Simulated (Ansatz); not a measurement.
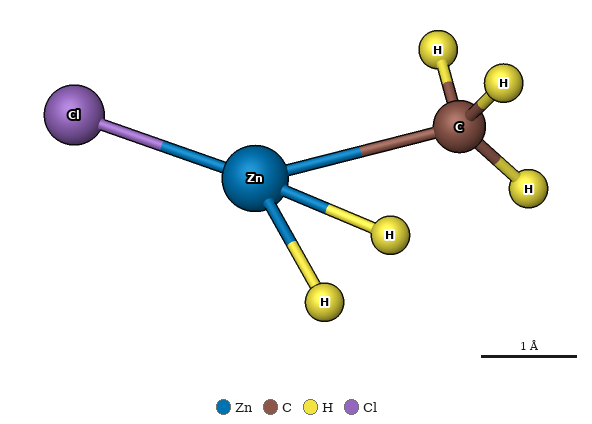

Fig. 1: The structure as given in the input (ball-and-stick view, seen at a tilt). Sticks mark near contacts. Bond lengths as drawn: Cl–Zn 2.15 Å, C–H 1.09 to 1.10 Å, C–Zn 2.22 Å and H–Zn 1.66 to 1.81 Å.

Run report: CH5ClZn, frequency calculation

The run: frequency calculation of CH5ClZn. Method and program: RHF/def2-SVP (Ansatz 0.2.0).

It belongs to a series of runs on one base structure; here: vibrations at the highest image of the band.

### Input file
```yaml
crystal:
  periodic: [false, false, false]
  atoms:
    - { symbol: Zn, position_ang: [-0.43937, 0.392607, 0.066033] }
    - { symbol: C, position_ang: [-0.00389, 0.006507, 2.208397] }
    - { symbol: H, position_ang: [-0.730852, -0.498024, 2.850338] }
    - { symbol: H, position_ang: [0.750519, -0.740628, 1.935228] }
    - { symbol: H, position_ang: [0.505102, 0.780828, 2.788457] }
    - { symbol: Cl, position_ang: [0.251386, -0.179392, -1.884303] }
    - { symbol: H, position_ang: [-1.681112, 1.442801, 0.861459] }
    - { symbol: H, position_ang: [-1.046782, 0.899704, 1.528892] }
basis:
  gaussian: { orbitals: def2-SVP }
hamiltonian:
  xc: hf
phonons: {}
```

Launched with:
```bash
ansatz run input.yaml --threads 1 --pin off --max-ram 2048MiB --backend cpu --events-out ev --progress --plain --runs-dir out
```

### What the program printed
```
Engine: ansatz 0.2.0, aarch64-unknown-linux-gnu
Functional definition: HF
  exchange = exact_x
  correlation = 0
922 factors; integrals over basis functions are off by at most 2.9e-4 eV
mean field evaluation 1: about -61973.9694 eV, gradient 2.8e1 eV
mean field evaluation 2: about -61974.1628 eV, gradient 2.8e1 eV
mean field evaluation 4: about -61976.5181 eV, gradient 3.1e0 eV
mean field evaluation 8: about -61976.5531 eV, gradient 5.4e-4 eV
mean field -61976.55307624 eV, -2277.5963163352 hartree, gradient 4.2e-5 eV, S^2 0.000000; 0 other end points of the search recorded, 0 dependent functions left out
the calculation of the forces begins
reference -61976.55307624 eV, -2277.5963163352 hartree; 29, 29 occupied and 59, 59 virtual orbitals, 922 factors
these checks for a lower state are left out or cut short: stability, starts, cluster_reference, orbital_swaps, neighbouring_geometries, increment
922 factors; integrals over basis functions are off by at most 2.9e-4 eV
mean field evaluation 16: about -61976.5531 eV, gradient 2.7e-6 eV
mean field -61976.55307436 eV, -2277.5963162661 hartree, gradient 3.4e-6 eV, S^2 0.000000; 0 other end points of the search recorded, 0 dependent functions left out
[... from here on the field's lines of each further geometry are left out, up to the last ...]
the calculation of the forces begins
reference -61976.55296111 eV, -2277.5963121043 hartree; 29, 29 occupied and 59, 59 virtual orbitals, 922 factors
these checks for a lower state are left out or cut short: stability, starts, cluster_reference, orbital_swaps, neighbouring_geometries, increment
922 factors; integrals over basis functions are off by at most 2.9e-4 eV
mean field -61976.55313547 eV, -2277.5963185121 hartree, gradient 2.8e-6 eV, S^2 0.000000; 0 other end points of the search recorded, 0 dependent functions left out
the calculation of the forces begins
reference -61976.55313547 eV, -2277.5963185121 hartree; 29, 29 occupied and 59, 59 virtual orbitals, 922 factors
WARN: phonons: modes at or below zero, which the zero-point energy, F, S and C_V leave out: 2, the lowest at -2037.41 cm⁻¹. A minimum has none, and a first-order saddle one
Total energy: -61976.55307624 eV, -2277.5963163352 hartree
Atom 0 at    -0.439370     0.392607     0.066033 Å, force     0.005286     0.005299     0.029450 eV/Å
Atom 1 at    -0.003890     0.006507     2.208397 Å, force     0.003075     0.017649     0.004211 eV/Å
Atom 2 at    -0.730852    -0.498024     2.850338 Å, force     0.009596     0.010047    -0.003072 eV/Å
Atom 3 at     0.750519    -0.740628     1.935228 Å, force    -0.000140    -0.010317    -0.004629 eV/Å
Atom 4 at     0.505102     0.780828     2.788457 Å, force    -0.005801    -0.013618    -0.006263 eV/Å
Atom 5 at     0.251386    -0.179392    -1.884303 Å, force    -0.004419     0.002853     0.007764 eV/Å
Atom 6 at    -1.681112     1.442801     0.861459 Å, force     0.009177    -0.004739     0.007436 eV/Å
Atom 7 at    -1.046782     0.899704     1.528892 Å, force    -0.016773    -0.007175    -0.034896 eV/Å
Dipole moment:    -0.118835     0.092489     0.540807 e Å
Vibrations: -2037.41 -139.26 118.80 183.67 365.67 435.21 594.26 672.76 932.47 1303.82 1329.45 1544.64 1569.59 1593.15 2003.54 3146.88 3231.99 3265.28 cm⁻¹, zero-point energy 1.381878 eV
```

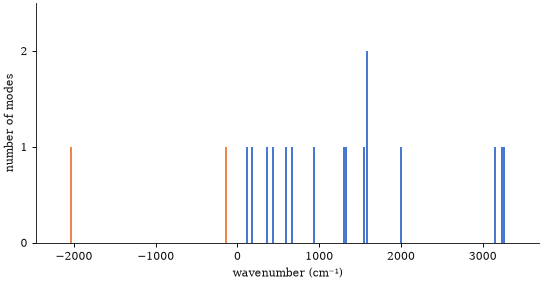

Fig. 2: Harmonic vibrational wavenumbers from the force constants; neighbouring modes closer than 24 cm⁻¹ are counted in one stick, and imaginary ones are drawn at negative wavenumbers. 18 modes from 2037i to 3265 cm⁻¹, 2 imaginary beyond 8i (2037i, 139i cm⁻¹): not a minimum.

### Summary

```json
{"quantity": "outcome", "value": "converged"}
{"quantity": "total energy", "value": "−61976.5531 eV"}
{"quantity": "mean-field energy", "value": "−61976.5531 eV"}
{"quantity": "largest force (length of the vector)", "value": "0.039 eV/Å"}
{"quantity": "hardware", "value": "1 thread of Arm Neoverse V1, 24 GiB of memory available, shared host"}
{"quantity": "wall time", "value": "71 s"}
{"quantity": "peak memory", "value": "0.17 GiB"}
```
